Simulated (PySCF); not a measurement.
```xyz
2

P     0.0000    0.0000   -0.0453
H     0.0000    0.0000    1.3927
```

Theory: PBE0/def2-SVP, non-relativistic Hamiltonian with scalar-relativistic core potentials where named, at a bond length of 1.438 Å (PySCF).

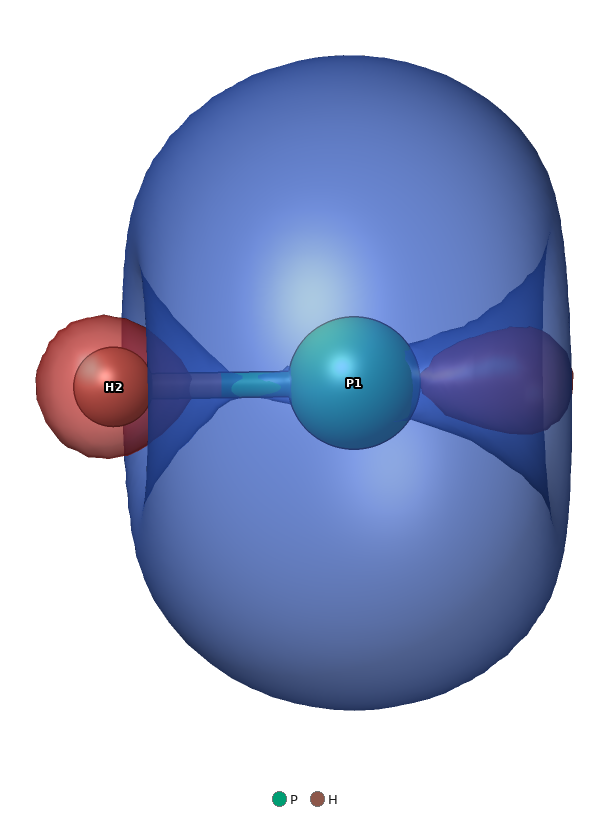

PH (triplet). Isosurfaces of the spin density (α minus β) at +0.015 (blue) and −0.015 e/Å³ (red), seen from one side.

Question: Which atoms carry the spin?

Answer: The unpaired spin (2 electrons) lies mostly on P1 (about 1.9), in electrons by Hirshfeld's partition.
